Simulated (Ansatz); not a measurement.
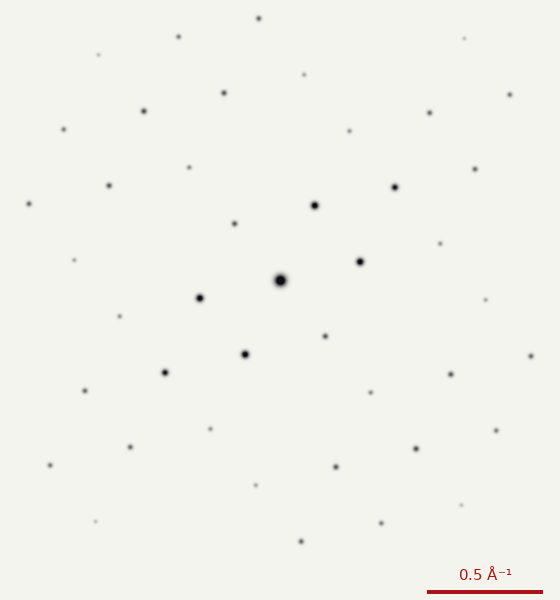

The pattern is a kinematic simulation for 100 kV electrons (no multiple scattering; isotropic B = 0.5 Å²).

Phase: La, space group P6_3/mmc (No. 194), a = 3.66 Å, c = 11.72 Å (hexagonal axes). Structure: the geometry relaxed with Ansatz, DFT PBEsol, scalar-relativistic, plane waves, PAW.

Question: Which low-index zone axis gives this pattern?

Answer: The spots form a centred rectangular net whose two shortest vectors correspond to d = 3.17 Å and 2.79 Å, 63.9° apart. They index as 0 1 0 and 1 0 -2, so the zone axis is ±[201] (or an equivalent direction of <201>).

Question: Which reflections of this zone are missing, and why?

Answer: Reflections such as 1 -2 -2, 1 1 -2, 3 -3 -6 are allowed but too weak to see at this display level.
